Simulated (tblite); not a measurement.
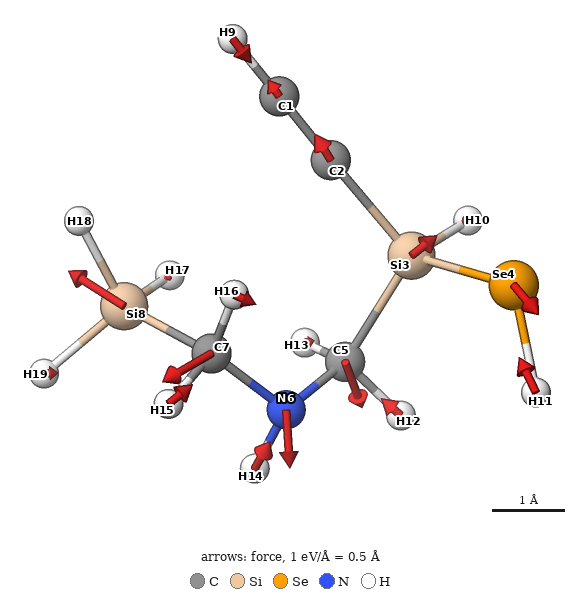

Starting geometry of C₄H₁₁NSeSi₂ with the computed forces as red arrows. Style: ball-and-stick. Shown at a tilt.

Level of theory: tblite 0.8.0, GFN2-xTB geometry optimisation, gas phase. 

Question: What follows when this structure is relaxed?

Answer: It isn't relaxed: the largest force vector, on Si8, is 2.04 eV/Å. The final displacements have little in common with the starting forces (cosine between the two patterns 0.12). Over 133 geometry steps the energy falls by 16.4 kcal/mol. The atom that moves furthest after the best rigid fit is H11 (1.74 Å). Largest moves by element: H 1.74 Å, Se 0.71 Å, C 0.64 Å, Si 0.35 Å, N 0.22 Å. Among the contacts that change: Se4–H11 1.530 → 1.443 Å, Si3–C5 1.846 → 1.921 Å, C7–Si8 1.855 → 1.919 Å, C5–H12 1.128 → 1.091 Å. Bond angles that change, for instance: Si3–Se4–H11 110.9° → 89.2°, Se4–Si3–C5 114.4° → 102.6°, N6–C7–H16 116.3° → 107.3°. Groups turn about C7–Si8 by about 45°, Si3–Se4 by about 30°, Si3–C5 by about 30°. The run took 2.4 s on 1 thread of Arm Neoverse N1, on a shared host.
